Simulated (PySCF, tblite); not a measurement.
**C3H8F2Si2: geometry, infrared bands and NMR shifts**

What infrared bands and NMR shifts should C3H8F2Si2 (`F[SiH2]C/C=C(\F)[SiH3]`) show?

Programs: tblite 0.8.0 and PySCF 2.14.0, with density-fitted response routines of our own. Each step states its level of theory. These are calculated values for one molecule in the gas phase, unless marked as measured. Atoms are numbered from 0 throughout.

## (1) The molecule as given

15 atoms, charge 0, multiplicity 1; geometry from: force field or distance geometry start.

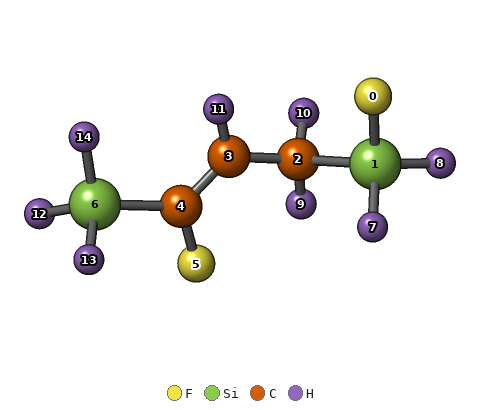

As it starts; fluorine yellow, silicon green, carbon orange, hydrogen purple, atoms numbered.

## (2) Relaxing the molecule with GFN2-xTB

Job settings and geometry (Å):

```
{"job": {"kind": "relax", "xc": "GFN2-xTB", "basis": "xTB"}, "charge": 0, "multiplicity": 1}
F     -2.259600    -2.164900     0.922300
Si    -2.534000    -0.668200     0.371900
C     -1.169400    -0.262500    -0.845700
C      0.229000    -0.327100    -0.320600
C      1.042500     0.726100    -0.184000
F      0.560900     1.942000    -0.557100
Si     2.775000     0.684400     0.436300
H     -2.511100     0.270000     1.538500
H     -3.857300    -0.632600    -0.271900
H     -1.386700     0.736500    -1.253300
H     -1.255800    -0.956100    -1.695300
H      0.579300    -1.331200    -0.031000
H      3.707900     1.259700    -0.546800
H      2.892600     1.446300     1.705600
H      3.182200    -0.714300     0.709200
```

Launch:

```sh
> OMP_NUM_THREADS=1 python probes_run.py task.json out
```

The driver reads the jobs from task.json and runs them one after another.

**Question.** This job is followed by: GFN2-xTB harmonic vibrations, gas phase; GIAO PBE0/pcSseg-1 NMR shielding, non-relativistic, gas phase. What will the session give for the following? strongest single infrared mode (GFN2-xTB); zero-point energy (GFN2-xTB); 13C shifts against TMS (PBE0/pcSseg-1); 1H shifts against TMS (PBE0/pcSseg-1, means over atoms taken as alike); 19F shifts against CFCl3 (PBE0/pcSseg-1); 29Si shifts against TMS (PBE0/pcSseg-1).

**Answer**, as computed:

| quantity | value |
| --- | --- |
| strongest single infrared mode (GFN2-xTB) | 2330 cm⁻¹, 372 km/mol |
| zero-point energy (GFN2-xTB) | 59.1 kcal/mol |
| 13C shifts against TMS (PBE0/pcSseg-1) | 169.1, 129.4, 18.5 ppm |
| 1H shifts against TMS (PBE0/pcSseg-1, means over atoms taken as alike) | 5.81, 5.19, 4.24, 2.06 ppm |
| 19F shifts against CFCl3 (PBE0/pcSseg-1) | -108.4, -227.3 ppm |
| 29Si shifts against TMS (PBE0/pcSseg-1) | 9.2, -80.2 ppm |

What this shows: Relaxing lowered the energy by 0.143 eV in 87 steps; the close pair that moved most is C4–Si6, from 1.841 to 1.887 Å. No mode is imaginary among the 39: a minimum at this level. The strongest single mode, at 2330 cm⁻¹, moves mainly H8. GFN2-xTB is a fitted tight-binding method: band positions and strengths are rough. Its intensities can rank the bands wrongly. H11 (hydrogen on an alkene CH) lies farthest downfield among hydrogen, at 5.81 ppm; olefinic region. At PBE0/pcSseg-1: The largest span, 273 ppm, is at F5, where the paramagnetic term is -198 ppm.
